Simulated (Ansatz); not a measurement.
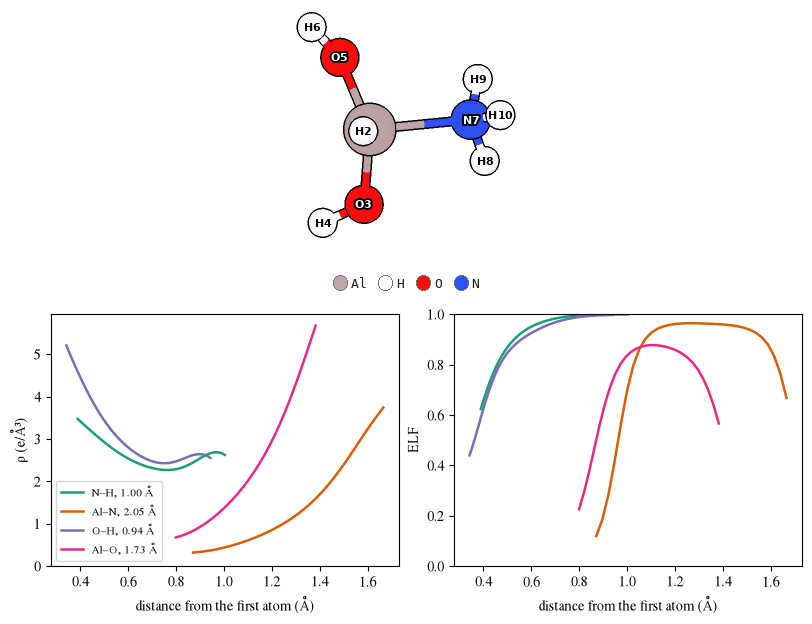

The picture shows: AlH6NO2. Total electron density and electron localisation function along straight lines between neighbouring atoms. The curves leave out the atomic cores. The structure is drawn too.

The calculation used Ansatz, RHF/6-31G*.

```xyz
10

Al   -0.0095   -0.0456    0.2479
H    -0.2550   -0.9517    1.5434
O     1.5790    0.0301   -0.4294
H     1.8992   -0.5941   -1.0604
O    -1.3461    0.0830   -0.8400
H    -2.0729   -0.5169   -0.7848
N     0.0770    1.8836    0.9341
H     0.9954    2.2275    0.7111
H    -0.6010    2.4334    0.4352
H    -0.0814    1.9970    1.9191
```

### What can be read from the curves?

N–H (1.00 Å): ρ is about 2.9 e/Å³ halfway; the ELF climbs to about 1 towards the hydrogen, as it does in any bond to H (a covalent bond by its length).
Al–N (2.05 Å): ρ at the midpoint is about 0.47 e/Å³; the ELF peaks at about 0.95 between the atoms: a polar covalent bond.
O–H (0.94 Å): the density is about 3.7 e/Å³ at the midpoint; the ELF climbs to about 1 towards the hydrogen; a covalent bond by its length.
Al–O (1.73 Å): ρ is about 0.81 e/Å³ halfway; the ELF peaks at about 0.90 in the valence shell of O, 0.6 Å from its nucleus, and is about 0.45 at the midpoint.
